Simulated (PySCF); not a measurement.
# wB97M-V/aug-cc-pVDZ run of GeCl2 (SMILES Cl[Ge]Cl)

Aim: the energy change on altering one bond length of GeCl2 at wB97M-V/aug-cc-pVDZ, from 2 runs. Input form: a Python script.

The results are computed with PySCF 2.14.0.

2 further runs of the same task are left out: 2 set aside as unsound or not needed.

## (1) Starting point

GeCl2: 3 atoms, total charge 0, spin state singlet. As SMILES, `Cl[Ge]Cl`. The coordinates come from a PBE0-D4/def2-TZVP relaxation.

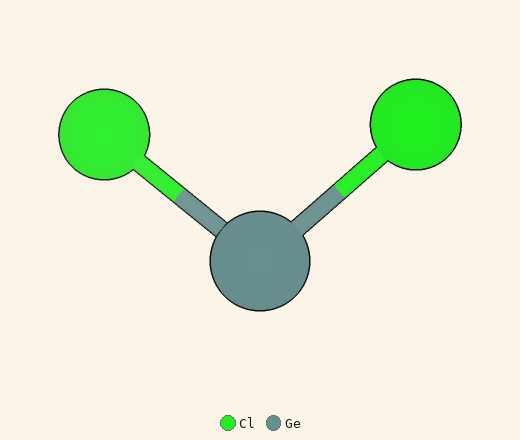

The structure, seen from a chosen angle (chlorine green, germanium teal).

## (2) The energy at wB97M-V/aug-cc-pVDZ

The input, input.xyz:

```xyz
3
Cl2Ge
Cl    -0.065420    -1.681680     0.422740
Ge    -0.421210     0.067170    -0.832020
Cl     0.486630     1.614500     0.409270
```

The input, calc.py:

```python
# Cl[Ge]Cl
from pyscf import gto, dft

system = gto.Mole()
system.atom = 'input.xyz'
system.basis = 'aug-cc-pvdz'
system.max_memory = 1860
system.spin = 0
system.verbose = 3
system.build()

calc0 = dft.RKS(system)
calc0.xc = 'wb97m-v'
calc0.grids.level = 5
calc0.conv_tol = 1e-10
calc0.nlcgrids.level = 1
calc0.kernel()
if not calc0.converged:
    calc0 = calc0.newton().run(calc0.mo_coeff, calc0.mo_occ)

e_final = calc0.e_tot
print('Final energy', e_final)
```

The run is started by

```console
OMP_NUM_THREADS=1 python calc.py
```

What it wrote:

```text
converged SCF energy = -2997.32353338329
Final energy -2997.3235333832936
```

Run time: 2 min. Hardware: 1 thread of AMD EPYC (Zen 3), shared host; peak memory 0.46 GiB.

## (3) The distorted shape

The input, run.py:

```python
from pyscf import gto, dft

system = gto.Mole()
system.atom = 'Cl 0.219208 -3.080741 1.426534; Ge -0.421210 0.067170 -0.832020; Cl 0.486630 1.614500 0.409270'
system.max_memory = 1860
system.basis = 'aug-cc-pvdz'
system.spin = 0
system.verbose = 3
system.build()

mf = dft.RKS(system, xc='wb97m-v')
mf.nlcgrids.level = 1
mf.conv_tol = 1e-10
mf.grids.level = 5
mf.kernel()
if not mf.converged:
    mf = mf.newton().run(mf.mo_coeff, mf.mo_occ)

etot = mf.e_tot
print(f'total energy: {etot:.8f} hartree')
```

The run is started by

```console
OMP_NUM_THREADS=1 python run.py
```

What it wrote:

```text
converged SCF energy = -2997.19722575043
total energy: -2997.19722575 hartree
```

It took 2.7 min on 1 thread of AMD EPYC (Zen 3), shared host; peak memory 0.46 GiB.

## (4) Summary of results

Level: wB97M-V/aug-cc-pVDZ.

```
                                                           quantity           value
                                          first shape: total energy  -2997.32353 Eh
                                         first shape: dipole moment          2.10 D
                                           first shape: HOMO energy       -10.29 eV
                                           first shape: LUMO energy        -1.27 eV
                                         first shape: HOMO–LUMO gap         9.02 eV
                                      distorted shape: total energy  -2997.19723 Eh
                                     distorted shape: dipole moment         11.78 D
                                       distorted shape: HOMO energy        -8.42 eV
                                       distorted shape: LUMO energy        -3.35 eV
                                     distorted shape: HOMO–LUMO gap         5.08 eV
energy change with the Cl1–Ge2 bond stretched from 2.182 to 3.927 Å        3.437 eV
```

What this shows: With the Cl1–Ge2 bond stretched from 2.182 to 3.927 Å the energy rises by 3.44 eV (79 kcal/mol). The first shape isn't relaxed at this level, so the change isn't measured from a minimum. A restricted reference can't describe the breaking bond well at this length. Mulliken charges (first shape) run from -0.35 on Cl1 to +0.70 on Ge2; in a basis this large or diffuse they mean little. Mulliken charges (distorted shape) run from -0.66 on Cl1 to +0.90 on Ge2; in a basis this large or diffuse they mean little.
